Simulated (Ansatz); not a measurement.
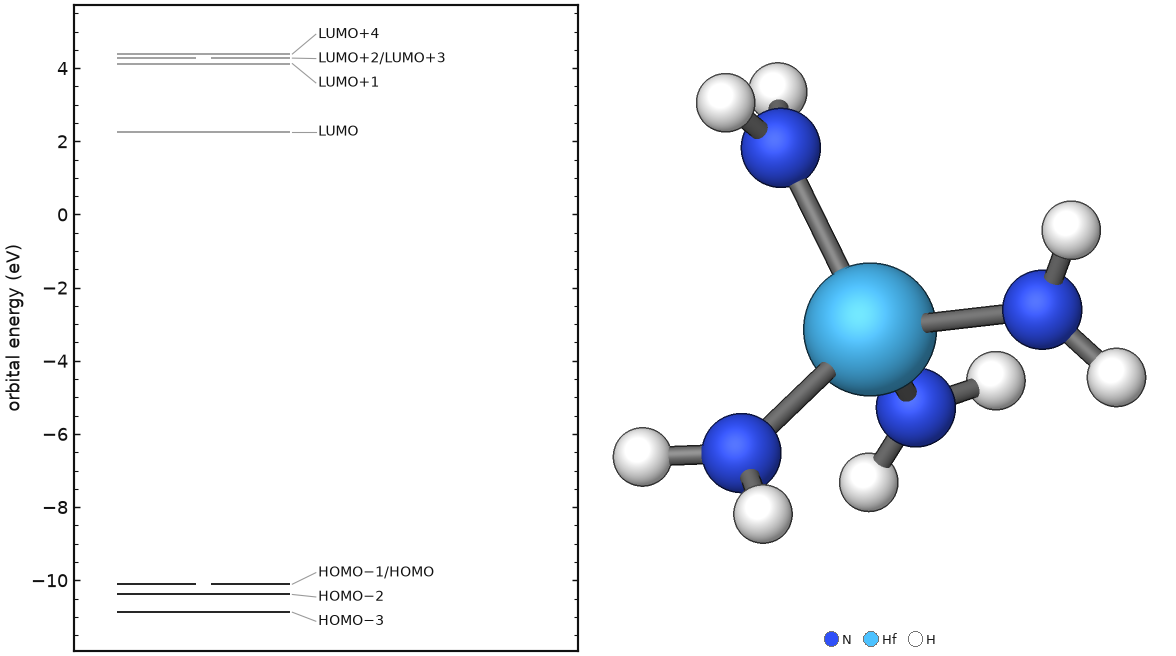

HfN₄H₈, SMILES [NH2][Hf]([NH2])([NH2])[NH2], singlet. Hartree-Fock orbital energies near the frontier, HF/def2-TZVPP in the Ansatz code, at a PBE0-D4/def2-TZVP geometry (a minimum by its frequencies), isolated molecule; empty levels in grey, levels within 0.03 eV side by side.

**Where do the frontier orbitals lie?**

HOMO at −10.11 eV, LUMO at 2.26 eV, 12.37 eV apart.

**Is the HOMO or the LUMO degenerate, or nearly so?**

The HOMO is one of 2 levels that coincide within 0.005 eV and the LUMO stands alone.

**List the levels.**

```
orbital  energy (eV)
 LUMO+4         4.39
 LUMO+3         4.28
 LUMO+2         4.27
 LUMO+1         4.12
   LUMO         2.26
   HOMO       −10.11
 HOMO−1       −10.11
 HOMO−2       −10.39
 HOMO−3       −10.87
```

Caveats: core potentials past krypton; spin-orbit coupling is left out, and with Hf it can shift these levels and split any degenerate set; empty levels above zero depend strongly on the basis.
